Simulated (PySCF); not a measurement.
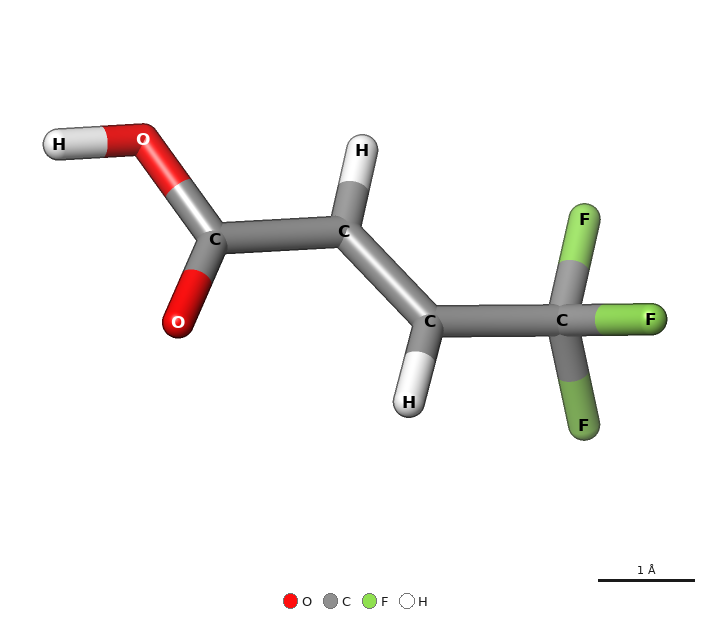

Stick drawing of a structure. Every bond is drawn as one stick, whatever its order.

Computed geometry: GFN2-xTB optimisation. No frequency run is at hand to confirm it as a minimum.

Description:

Formula C4H3F3O2. SMILES: `O=C(O)/C=C/C(F)(F)F`. It has no ring. Among its groups: carboxylic acid, alkene, C–F bond. The point group is Cs. Coordination: 3 C trigonal planar; 1 O bent; 1 C tetrahedral.

The parts below concern this one geometry. Atoms keep their numbers from picture to picture.

### Shape

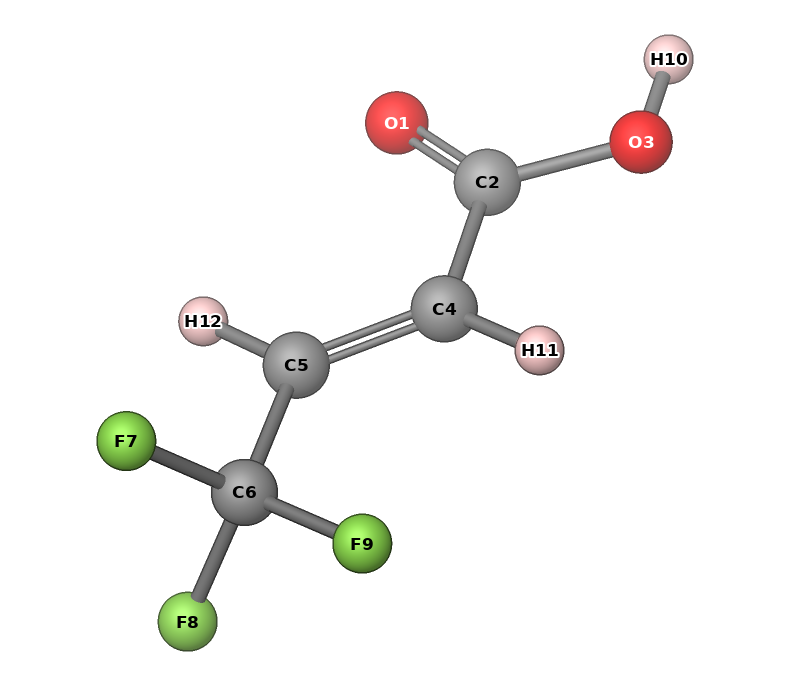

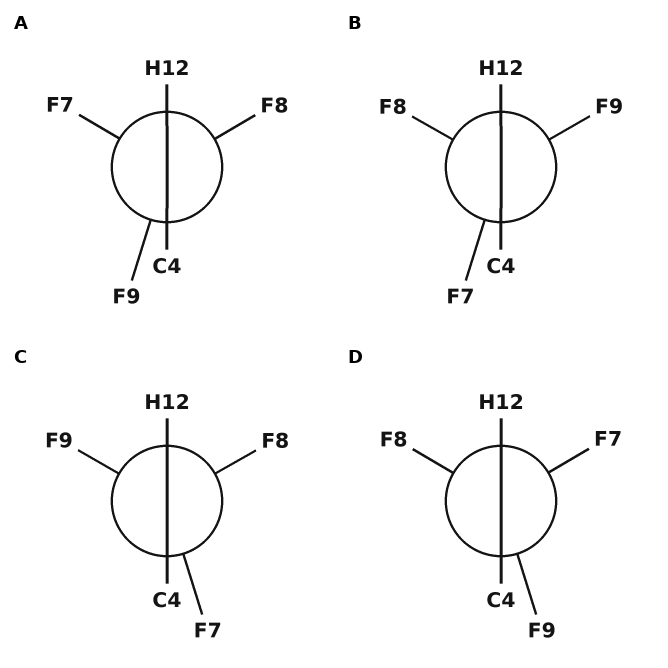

Depth is shown by fading: the farther an atom, the more it takes the colour of the background. Bonds that would overlap in a projection are set slightly apart. No frequency run is at hand to confirm it as a minimum.

> Which Newman projection shows the view along C5–C6, with C5 in front?

A. The torsion angle C4–C5–C6–F7 is 121°, anticlinal.

### NMR shielding

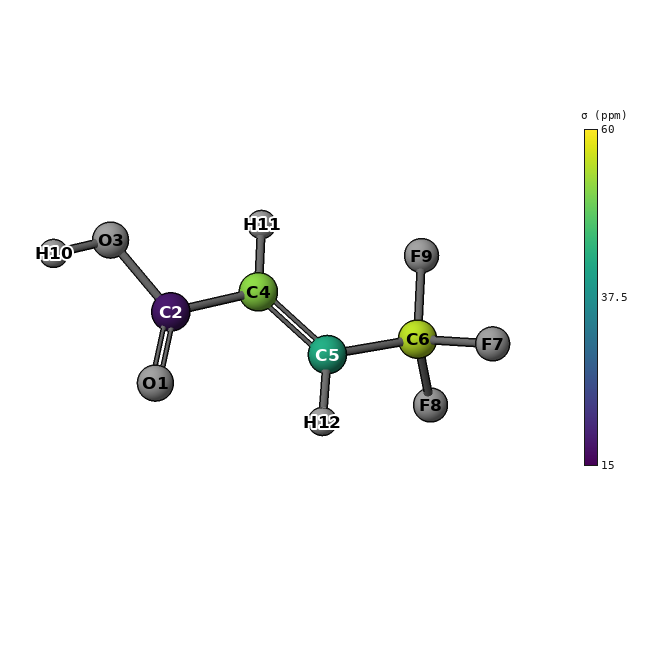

Atoms are coloured by their isotropic NMR shieldings (C only, the others grey). No frequency run is at hand to confirm it as a minimum. Level of theory: GIAO PBE0/pcSseg-1 NMR shielding, non-relativistic, gas phase (PySCF 2.14.0).

> Which C atom is the most shielded (lowest chemical shift)?

C6 (55.3 ppm).

> Which C atom is the least shielded (highest chemical shift)?

C2 (18.2 ppm).

> How wide is the range of C shifts?

37.1 ppm.

Give the isotropic NMR shieldings of the C atoms atom by atom.

```
atom  σ (ppm)
  C2     18.2
  C4     52.2
  C5     42.5
  C6     55.3
```

### Electronic properties

No frequency run is at hand to confirm it as a minimum. Properties computed with PBE0/def2-SVPD, gas phase (PySCF 2.14.0). Excitations: vertical, linear response.

Computed properties:

- dipole moment: 2.35 D
- HOMO energy (Kohn–Sham orbital): −8.84 eV
- LUMO energy (Kohn–Sham orbital): −2.40 eV
- HOMO–LUMO gap: 6.44 eV
- mean static polarisability: 59.4 bohr³
- lowest vertical singlet excitation: 4.64 eV
- its oscillator strength: 0.000
- brightest of the 6 lowest singlets: 6.34 eV
- its oscillator strength: 0.24

### Quadrupole coupling

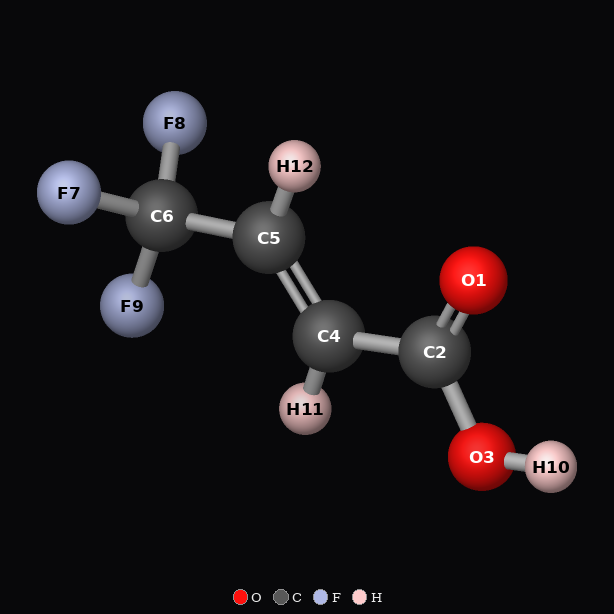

No frequency run is at hand to confirm it as a minimum. Electric field gradients from the ground-state density, PBE0/pcSseg-1 (PySCF 2.14.0), non-relativistic apart from any core potentials.

Give the largest field-gradient component, the quadrupole coupling constant and the asymmetry for 17O at O1 (Q = −25.6 mb), 17O at O3 (Q = −25.6 mb), 2H at H10 (Q = 2.86 mb), 2H at H11 (Q = 2.86 mb).

| atom | V_zz (a.u.) | e²qQ/h (MHz) | η |
| --- | --- | --- | --- |
| O1 | −1.562 | 9.40 | 0.15 |
| O3 | 1.620 | −9.74 | 0.42 |
| H10 | 0.431 | 0.290 | 0.09 |
| H11 | 0.319 | 0.215 | 0.06 |

### Charges

The questions are on Mulliken charges. No frequency run is at hand to confirm it as a minimum. Level of theory: PBE0/pcSseg-1, gas phase (PySCF 2.14.0).

> Which atom carries the highest charge (most positive or least negative)?

C6 (0.86 e).

> And the lowest?

O1 (−0.39 e).

List the Mulliken charges.

```tsv
atom	value (e)
O1	−0.39
C2	0.52
O3	−0.36
C4	−0.19
C5	−0.20
C6	0.86
F7	−0.27
F8	−0.27
F9	−0.26
H10	0.25
H11	0.14
H12	0.16
```

Mulliken values depend strongly on the basis set and can even reverse the polarity of a bond.
